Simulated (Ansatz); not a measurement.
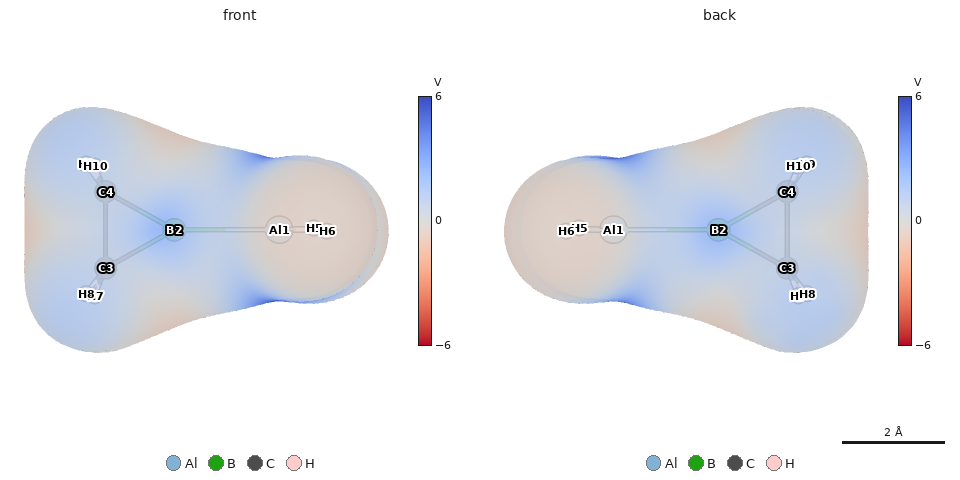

*C2H6AlB (SMILES [AlH2][B]1CC1). The molecular electrostatic potential painted on the density surface at 0.004 e/bohr³, seen from the front and from behind; the colour scale runs from red (negative) to blue (positive).*

Geometry: PBE0-D4/def2-TZVP.

Method: Ansatz 0.2.0, RKS PBE0-D4/def2-TZVPP.

The calculation's input:

```
crystal:
  periodic: [false, false, false]
  atoms:
    - {symbol: Al, position_ang: [-1.502591, 1.226074, -1.064837]}
    - {symbol: B, position_ang: [-0.093828, 0.078186, -0.071671]}
    - {symbol: C, position_ang: [0.536165, -1.295574, 0.272085]}
    - {symbol: C, position_ang: [1.119560, -0.050299, 0.884074]}
    - {symbol: H, position_ang: [-1.199935, 1.799898, -2.518134]}
    - {symbol: H, position_ang: [-2.906153, 1.549236, -0.387690]}
    - {symbol: H, position_ang: [-0.024095, -1.974898, 0.908376]}
    - {symbol: H, position_ang: [1.102014, -1.811001, -0.498869]}
    - {symbol: H, position_ang: [2.088789, 0.295747, 0.536098]}
    - {symbol: H, position_ang: [0.963173, 0.131431, 1.943668]}
basis:
  gaussian: {orbitals: def2-TZVPP}
hamiltonian: {xc: pbe0, dispersion: d4}
output: {orbitals: {seedname: orbitals}}
```

Command:

```sh
ansatz run in.yaml --threads 2 --pin off --events-out ev --progress --plain --max-ram 4352MiB
```

**Where is the surface potential most negative and most positive?**

The most negative region (about −0.7 V) lies over C3 and C4, the most positive (about +5.7 V) over Al1.
